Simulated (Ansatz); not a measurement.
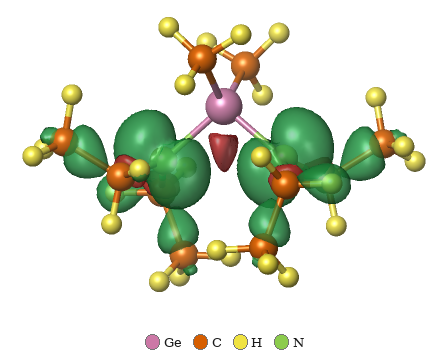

C$_{10}$H$_{26}$GeN$_{2}$ (charge +1, doublet). Isosurfaces of the spin density at +0.015 (green) and −0.015 e/Å³ (red), seen across its widest extent.

Geometry: PBE-D4/def2-SVP.

Theory: UKS PBE0-D4/def2-TZVP (Ansatz 0.2.0).

```yaml
atoms:
  - { symbol: Ge, position_ang: [1.0216, -0.0055, 0.7474] }
  - { symbol: C, position_ang: [0.8835, -0.3739, 2.6489] }
  - { symbol: H, position_ang: [1.3902, -1.3344, 2.8673] }
  - { symbol: H, position_ang: [-0.1624, -0.4364, 3.0033] }
  - { symbol: H, position_ang: [1.3994, 0.4290, 3.2110] }
  - { symbol: C, position_ang: [2.7948, 0.3592, 0.0455] }
  - { symbol: H, position_ang: [2.8174, 0.4331, -1.0578] }
  - { symbol: H, position_ang: [3.4804, -0.4522, 0.3594] }
  - { symbol: H, position_ang: [3.1633, 1.3126, 0.4724] }
  - { symbol: N, position_ang: [-0.1517, 1.4145, 0.2892] }
  - { symbol: C, position_ang: [-1.2920, 1.7637, 1.1301] }
  - { symbol: C, position_ang: [-0.9756, 2.9363, 2.0730] }
  - { symbol: C, position_ang: [-0.0379, 2.1084, -0.9874] }
  - { symbol: C, position_ang: [-1.0482, 1.6704, -2.0571] }
  - { symbol: H, position_ang: [-1.5927, 0.8796, 1.7300] }
  - { symbol: H, position_ang: [-2.1627, 2.0192, 0.4890] }
  - { symbol: H, position_ang: [-0.1488, 2.6853, 2.7668] }
  - { symbol: H, position_ang: [-0.6897, 3.8442, 1.5057] }
  - { symbol: H, position_ang: [-1.8722, 3.1802, 2.6768] }
  - { symbol: H, position_ang: [-0.1658, 3.1985, -0.7896] }
  - { symbol: H, position_ang: [0.9966, 1.9854, -1.3676] }
  - { symbol: H, position_ang: [-0.9156, 0.6029, -2.3202] }
  - { symbol: H, position_ang: [-2.0947, 1.8167, -1.7231] }
  - { symbol: H, position_ang: [-0.9064, 2.2746, -2.9746] }
  - { symbol: N, position_ang: [0.2209, -1.4155, -0.2391] }
  - { symbol: C, position_ang: [0.6784, -1.7645, -1.5798] }
  - { symbol: C, position_ang: [1.6621, -2.9462, -1.5636] }
  - { symbol: C, position_ang: [-0.9688, -2.1007, 0.2501] }
  - { symbol: C, position_ang: [-2.2879, -1.6503, -0.3932] }
  - { symbol: H, position_ang: [1.1689, -0.8833, -2.0431] }
  - { symbol: H, position_ang: [-0.1962, -2.0099, -2.2196] }
  - { symbol: H, position_ang: [2.5738, -2.7053, -0.9815] }
  - { symbol: H, position_ang: [1.1980, -3.8512, -1.1238] }
  - { symbol: H, position_ang: [1.9677, -3.1897, -2.6005] }
  - { symbol: H, position_ang: [-0.8273, -3.1917, 0.0667] }
  - { symbol: H, position_ang: [-1.0210, -1.9794, 1.3513] }
  - { symbol: H, position_ang: [-2.4897, -0.5812, -0.1861] }
  - { symbol: H, position_ang: [-2.2836, -1.7946, -1.4920] }
  - { symbol: H, position_ang: [-3.1260, -2.2478, 0.0156] }
```

Where is the unpaired spin?

Answer. The unpaired spin (1 electron) lies mostly on N10 (about 0.4) and N25 (about 0.4), in electrons by Hirshfeld's partition.
